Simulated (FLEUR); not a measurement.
# Cobalt: magnetism against the volume, part 2 of 2

How does the volume change the magnetic state of Cobalt?

FLEUR MaX-R8.1; PBE; all-electron FLAPW, Dirac cores, scalar-relativistic bands.

So far, largest spin moment in the muffin-tin sphere (μB): step 2 (factor 1, start ferro ++) 1.69; step 3 (antiferromagnetic, start moments [2.0, -2.0] μB) 1.04.

## 5. Factor 1.12, start ferro ++

The farthest finished point is shown in full.

Contents of inp.xml:

```
<?xml version="1.0" encoding="UTF-8" standalone="no"?>
<fleurInput fleurInputVersion="0.39">
   <comment>
      Co
   </comment>
   <calculationSetup>
      <cutoffs Kmax="3.73" Gmax="11.2" GmaxXC="11.2" numbands="0"/>
      <scfLoop itmax="110" minDistance="0.00002" maxIterBroyd="15" imix="Anderson" alpha="0.05" precondParam="0.0" spinf="2.0" sdNocoIR="T"/>
      <coreElectrons ctail="T" frcor="F" kcrel="0" coretail_lmax="0"/>
      <xcFunctional name="pbe" relativisticCorrections="F"/>
      <magnetism jspins="2"/>
      <soc l_soc="F" theta="0.0" phi="0.0" spav="F"/>
      <expertModes spex="0" secvar="F"/>
      <geometryOptimization l_f="F" forcealpha="1.0" forcemix="BFGS" epsdisp="0.00001" epsforce="0.00001"/>
      <ldaU l_linMix="F" mixParam="0.05" spinf="1.0"/>
   </calculationSetup>
   <cell>
      <bzIntegration valenceElectrons="34.0" mode="hist" fermiSmearingEnergy="0.00183747">
         <kPointListSelection listName="default-1"/>
         <xi:include xmlns:xi="http://www.w3.org/2001/XInclude" href="kpts.xml"> </xi:include>
      </bzIntegration>
      <xi:include xmlns:xi="http://www.w3.org/2001/XInclude" href="sym.xml"> </xi:include>
      <bulkLattice scale="1.0">
         <bravaisMatrix>
            <row-1>    4.9207182177801680     0.0000000000188973     0.0000000000000000</row-1>
            <row-2>   -2.4603591089089814     4.2614669814505861     0.0000000000000000</row-2>
            <row-3>    0.0000000000000000     0.0000000000000000     7.9870906415830323</row-3>
         </bravaisMatrix>
      </bulkLattice>
   </cell>
   <atomSpecies>
      <species name="Cobalt (Co2.000" element="Co" atomicNumber="27">
         <mtSphere radius="2.2" gridPoints="727" logIncrement="0.017"/>
         <atomicCutoffs lmax="8" lnonsphr="6"/>
         <electronConfig flipSpins="F">
            <coreConfig>(1s1/2) (2s1/2) (2p1/2) (2p3/2)</coreConfig>
            <valenceConfig>(3s1/2) (3p1/2) (3p3/2) (4s1/2) (3d3/2) (3d5/2)</valenceConfig>
            <stateOccupation state="(3d3/2)" spinUp="1.5" spinDown="1.3"/>
            <stateOccupation state="(3d5/2)" spinUp="3.0" spinDown="1.2"/>
         </electronConfig>
         <energyParameters s="4" p="4" d="3" f="4"/>
         <lo type="SCLO" l="0" n="3" eDeriv="0"/>
         <lo type="SCLO" l="1" n="3" eDeriv="0"/>
      </species>
   </atomSpecies>
   <atomGroups>
      <atomGroup species="Cobalt (Co2.000">
         <relPos label="                   1">1.000/3.000 -1.000/3.000 1.000/4.000</relPos>
         <relPos label="                   2">-1.000/3.000 1.000/3.000 -1.000/4.000</relPos>
         <force calculate="T" relaxXYZ="TTT"/>
      </atomGroup>
   </atomGroups>
   <output dos="F" band="F" slice="F">
      <bandDOS minEnergy="-.5*Htr" maxEnergy="0.5*Htr" sigma="0.015" storeEVData="T"/>
      <plotting iplot="0" polar="F">
         <plot TwoD="T" vec1="  1.0  0.0  0.0" vec2="  0.0  1.0  0.0" vec3="  0.0  0.0  1.0" zero="  0.0  0.0  0.0" file="plot"/>
      </plotting>
      <moessbauerParams electricFieldGradient="F" isomerShift="F" coreHyperfine="F" valenceHyperfine="F"/>
   </output>
</fleurInput>
```

Contents of crystal.txt:

```
Co
&input film=F cartesian=F /
2.60393194216  0.00000000001  0.00000000000
-1.30196597109  2.25507121163  0.00000000000
0.00000000000  0.00000000000  4.22658634900
1.8897261246
1.0 1.0 1.0

2
27 0.33333333333  0.66666666667  0.25000000000 : 2.000
27 0.66666666667  0.33333333333  0.75000000000 : 2.000

&kpt div1=14 div2=14 div3=8 gamma=T /
```

Launch:

```bash
$ OMP_NUM_THREADS=1 inpgen -f crystal.txt > inpgen.log  # inp.xml is then edited as shown
$ OMP_NUM_THREADS=1 mpirun -n 8 fleur_MPI > fleur.log
```

Output:

```text
[banner, memory and clock lines left out]
Welcome to FLEUR        (www.flapw.de)
      MaX-Release 8.1          (www.max-centre.eu)

 ========== k-point set info ==========
 Selected k-point list: default-1
 k-point list type: mesh
 14 x 14 x 8
 Number of k points: 120

 [... set-up left out ...]
 Iteration:     1   Distance:       5.71001508 me/bohr^3
 Iteration:     2   Distance:       4.93426566 me/bohr^3
 Iteration:     3   Distance:       2.42183335 me/bohr^3
 Iteration:     4   Distance:       0.96933291 me/bohr^3
 Iteration:     5   Distance:       0.95306020 me/bohr^3
[...]
<sumOfEigenvalues value="    -1606.8571355684">
               <coreElectrons value="-1576.0640622720"/>
               <valenceElectrons value="-30.7930732964"/>
            </sumOfEigenvalues>
         [... left out ...]
            <freeEnergy value="-2786.9429967123"/>
            <extrapolationTo0K value="-2786.9426609250"/>
         </totalEnergy>
         <densityConvergence units="me/bohr^3">
            <chargeDensity spin="1" distance="0.0000051260"/>
            <chargeDensity spin="2" distance="0.0000109450"/>
            <overallChargeDensity distance="0.0000125537"/>
            <spinDensity distance="0.0000115991"/>
         </densityConvergence>
      </iteration>
```

Elapsed: 10 s, on 8 MPI ranks of Arm Neoverse V1, shared host; peak memory 0.32 GiB.

Spin moment in the muffin-tin sphere by atom:

```
atom  spin moment in the muffin-tin sphere (μB)
 Co1                                       1.82
 Co2                                       1.82
```

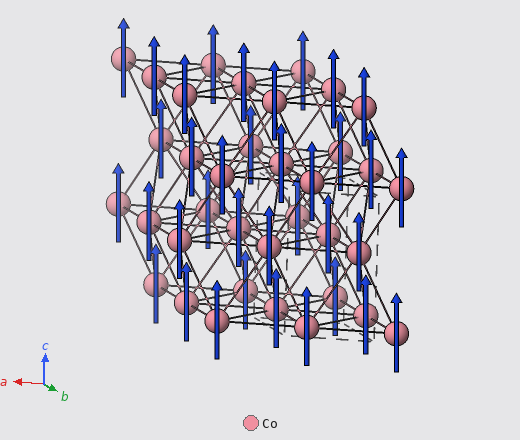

Spin moment in the muffin-tin sphere as arrows, the longest 1.82 μB. Up and down stand for the sign. Arrows give size and sign along the axis of quantisation, drawn up and down the page. 3×3×2 cells are drawn.

Read from the output:

| Property | Result |
| --- | --- |
| free energy | -75836.5823 eV |
| program's band gap on this mesh (in a metal only a level spacing) | 0.001158 eV |
| magnetization | 3.463 μB |
| final state | ferromagnetic |

After 18 cycles the largest moment stands at 1.82 μB.

## 6. Factor 1.12, start antiferro +-

Changes to inp.xml since step 5:

```diff
@@ -44,2 +44,15 @@
       </species>
+      <species name="Cobalt (Co-2.000" element="Co" atomicNumber="27">
+         <mtSphere radius="2.2" gridPoints="727" logIncrement="0.017"/>
+         <atomicCutoffs lmax="8" lnonsphr="6"/>
+         <electronConfig flipSpins="F">
+            <coreConfig>(1s1/2) (2s1/2) (2p1/2) (2p3/2)</coreConfig>
+            <valenceConfig>(3s1/2) (3p1/2) (3p3/2) (4s1/2) (3d3/2) (3d5/2)</valenceConfig>
+            <stateOccupation state="(3d3/2)" spinUp="1.3" spinDown="1.5"/>
+            <stateOccupation state="(3d5/2)" spinUp="1.2" spinDown="3.0"/>
+         </electronConfig>
+         <energyParameters s="4" p="4" d="3" f="4"/>
+         <lo type="SCLO" l="0" n="3" eDeriv="0"/>
+         <lo type="SCLO" l="1" n="3" eDeriv="0"/>
+      </species>
    </atomSpecies>
@@ -48,2 +61,5 @@
          <relPos label="                   1">1.000/3.000 -1.000/3.000 1.000/4.000</relPos>
+         <force calculate="T" relaxXYZ="TTT"/>
+      </atomGroup>
+      <atomGroup species="Cobalt (Co-2.000">
          <relPos label="                   2">-1.000/3.000 1.000/3.000 -1.000/4.000</relPos>
```

Changes to crystal.txt since step 5:

```diff
@@ -10,3 +10,3 @@
 27 0.33333333333  0.66666666667  0.25000000000 : 2.000
-27 0.66666666667  0.33333333333  0.75000000000 : 2.000
+27 0.66666666667  0.33333333333  0.75000000000 : -2.000
```

Output:

```text
[banner, memory and clock lines left out]
Welcome to FLEUR        (www.flapw.de)
      MaX-Release 8.1          (www.max-centre.eu)

 ========== k-point set info ==========
 Selected k-point list: default-1
 k-point list type: mesh
 14 x 14 x 8
 Number of k points: 120

 [... set-up left out ...]
 Iteration:     1   Distance:       9.35570563 me/bohr^3
 Iteration:     2   Distance:       9.05437402 me/bohr^3
 Iteration:     3   Distance:       6.90875368 me/bohr^3
 Iteration:     4   Distance:       3.10184804 me/bohr^3
 Iteration:     5   Distance:       2.62852507 me/bohr^3
[...]
<sumOfEigenvalues value="    -1606.8846359291">
               <coreElectrons value="-1576.0997221118"/>
               <valenceElectrons value="-30.7849138173"/>
            </sumOfEigenvalues>
         [... left out ...]
            <freeEnergy value="-2786.9242608895"/>
            <extrapolationTo0K value="-2786.9235232366"/>
         </totalEnergy>
         <densityConvergence units="me/bohr^3">
            <chargeDensity spin="1" distance="0.0000010744"/>
            <chargeDensity spin="2" distance="0.0000010174"/>
            <overallChargeDensity distance="0.0000010860"/>
            <spinDensity distance="0.0000017887"/>
         </densityConvergence>
      </iteration>
```

The job ended after 19 s (8 MPI ranks; peak memory 0.37 GiB).

Numbers from this step:

```
free energy                                                       : -75836.0725 eV
program's band gap on this mesh (in a metal only a level spacing) : 2.40e-9 eV
magnetization                                                     : 0 μB
final state                                                       : antiferromagnetic
largest moment                                                    : 1.490 μB
```

After 26 cycles the largest moment stands at 1.49 μB.

## 7. The series

In all 27 runs were made at the factors 0.88, 0.91, 0.94, 0.97, 1, 1.03, 1.06, 1.09 and 1.12, of which 27 converged. The tables hold the factors at which the parallel start converged, and CPU times count converged runs alone. Differences are of free energies.

Final states:

```
volume factor       ferro ++       antiferro +-  no spin polarisation  CPU time (s)
         0.88  ferromagnetic       non-magnetic          non-magnetic         354.1
         0.91  ferromagnetic       non-magnetic          non-magnetic         421.2
         0.94  ferromagnetic       non-magnetic          non-magnetic         596.9
         0.97  ferromagnetic  antiferromagnetic          non-magnetic           336
            1  ferromagnetic  antiferromagnetic          non-magnetic         325.4
         1.03  ferromagnetic  antiferromagnetic          non-magnetic         309.9
         1.06  ferromagnetic  antiferromagnetic          non-magnetic         281.4
         1.09  ferromagnetic  antiferromagnetic          non-magnetic         280.2
         1.12  ferromagnetic  antiferromagnetic          non-magnetic         274.7
```

Energy over the lowest point, ferro ++ against volume factor:

```
volume factor  energy over the lowest point, ferro ++ (meV a primitive cell)
       0.8800                                                            196
       0.9100                                                           89.2
       0.9400                                                           25.6
       0.9700                                                              0
       1.0000                                                           1.57
       1.0300                                                           28.7
       1.0600                                                           75.3
       1.0900                                                            139
       1.1200                                                            220
```

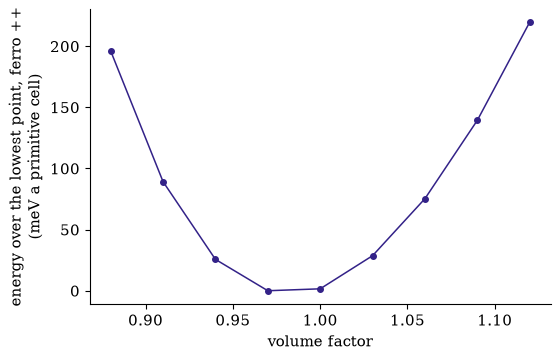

Energy over the lowest point, ferro ++, plotted against volume factor.

Largest sphere moment against volume factor:

```
volume factor  ferro ++ (μB)  antiferro +- (μB)
       0.8800           1.57                  0
       0.9100           1.58                  0
       0.9400           1.60                  0
       0.9700           1.64              0.850
       1.0000           1.69               1.04
       1.0300           1.74               1.19
       1.0600           1.77               1.31
       1.0900           1.80               1.41
       1.1200           1.82               1.49
```

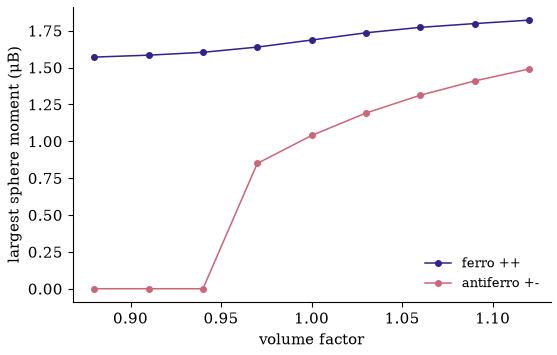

Largest sphere moment, plotted against volume factor.

Table of net moment, ferro ++ by volume factor:

```
volume factor  net moment, ferro ++ (μB a primitive cell)
       0.8800                                        3.03
       0.9100                                        3.04
       0.9400                                        3.07
       0.9700                                        3.13
       1.0000                                        3.22
       1.0300                                        3.31
       1.0600                                        3.38
       1.0900                                        3.42
       1.1200                                        3.46
```

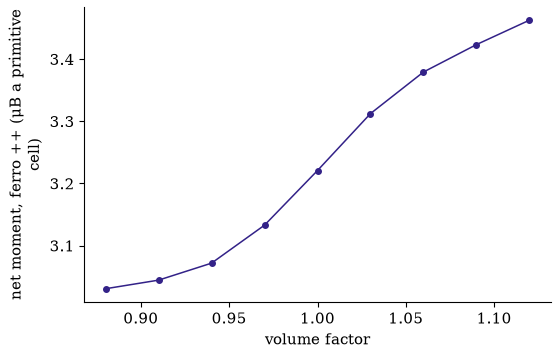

Net moment, ferro ++ against volume factor.

Table of energy less that of the parallel start by volume factor; values in meV a seeded atom:

```
volume factor  antiferro +-  no spin polarisation
       0.8800           149                   149
       0.9100           174                   174
       0.9400           197                   197
       0.9700           217                   220
       1.0000           230                   243
       1.0300           240                   266
       1.0600           247                   288
       1.0900           252                   310
       1.1200           255                   331
```

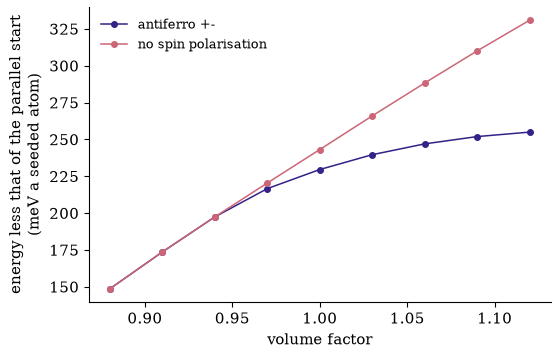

Energy less that of the parallel start, plotted against volume factor.

## 8. What came out

| Quantity | Value |
| --- | --- |
| largest moment, parallel start | 1.57 μB at 0.88, 1.82 μB at 1.12 |
| net moment, parallel start | 3.03 to 3.46 μB a primitive cell |
| start antiferro +- less the parallel start | +148.6 meV at 0.88, +254.9 meV at 1.12, a seeded atom |
| spinless run less the parallel start | +148.6 meV at 0.88, +330.9 meV at 1.12, a seeded atom |

The largest moment of the parallel start goes from 1.57 μB at 0.88 to 1.82 μB at 1.12. Its energy is least at 0.97 of the points run. The start antiferro +- lies over the parallel start at every point where both finished. The spinless run lies over the parallel start at every point where both finished. The opposed order is one of several, taken for its small cell; another can lie lower, so the scan does not name the ground state. Atoms were not relaxed at any point.

[Logs and program files are shortened in this print: banners, set-up blocks, solver, clock and traceback lines can be left out without a mark of their own.]

[Logs are printed without paths, hosts, clocks, repeated set-up lines and the standing remarks that a program may print on its own settings, such as how far it seeks lower states.]

[Hosts, paths, dates, database ids (printed as entryN), source tags and the programs' standing remarks are cut or masked in the printed files.]

[Where a cell is said to come from a database of computed structures, the database is the Materials Project.]
